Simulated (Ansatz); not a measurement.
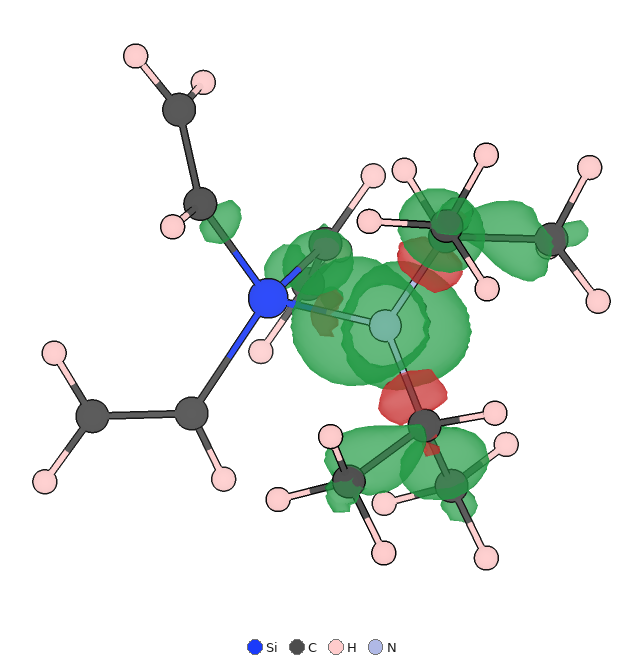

C₁₂H₂₃NSi (Si(vinyl)3(NiPr2)) (charge +1, doublet). Isosurfaces of the spin density (α minus β) at +0.02 (green) and −0.02 e/Å³ (red), seen at a tilt.

Geometry: r2SCAN-D4/def2-SVP.

Method: UKS PBE0-D4/def2-TZVP (Ansatz).

| atom | x (Å) | y (Å) | z (Å) |
| --- | --- | --- | --- |
| Si | 0.6984 | 0.9101 | 0.4011 |
| C | 0.2313 | 1.3868 | 2.1293 |
| C | 1.1644 | 1.4871 | 3.0938 |
| H | -0.7959 | 1.6828 | 2.3810 |
| H | 2.2165 | 1.2322 | 2.9184 |
| H | 0.9151 | 1.8369 | 4.1019 |
| C | 2.4476 | 0.2956 | 0.2810 |
| C | 3.3733 | 0.8985 | -0.4854 |
| H | 2.7564 | -0.5611 | 0.8975 |
| H | 3.1369 | 1.7678 | -1.1112 |
| H | 4.4147 | 0.5569 | -0.5094 |
| C | 0.2638 | 2.2066 | -0.8632 |
| C | -0.2877 | 3.3831 | -0.5144 |
| H | 0.4835 | 2.0289 | -1.9254 |
| H | -0.5289 | 3.6314 | 0.5257 |
| H | -0.5072 | 4.1585 | -1.2573 |
| N | -0.3057 | -0.5342 | -0.2379 |
| C | 0.0915 | -1.0387 | -1.5579 |
| C | 0.5993 | -2.4832 | -1.4369 |
| C | -1.0411 | -0.8892 | -2.5792 |
| C | -1.4624 | -1.1507 | 0.4093 |
| C | -1.0567 | -1.7642 | 1.7547 |
| C | -2.6000 | -0.1277 | 0.5408 |
| H | 0.9426 | -0.4156 | -1.8804 |
| H | -0.1983 | -3.1771 | -1.1323 |
| H | 0.9660 | -2.8012 | -2.4241 |
| H | 1.4327 | -2.5543 | -0.7232 |
| H | -1.9010 | -1.5363 | -2.3515 |
| H | -1.3848 | 0.1536 | -2.6454 |
| H | -0.6538 | -1.1854 | -3.5653 |
| H | -1.8077 | -1.9610 | -0.2520 |
| H | -0.7473 | -0.9970 | 2.4784 |
| H | -0.2383 | -2.4885 | 1.6316 |
| H | -1.9261 | -2.2983 | 2.1667 |
| H | -3.4793 | -0.6415 | 0.9578 |
| H | -2.3357 | 0.6950 | 1.2193 |
| H | -2.8759 | 0.2938 | -0.4362 |

Describe the spin distribution.

Answer. The unpaired spin (1 electron) lies mostly on N17 (about 0.6), in electrons by Hirshfeld's partition.
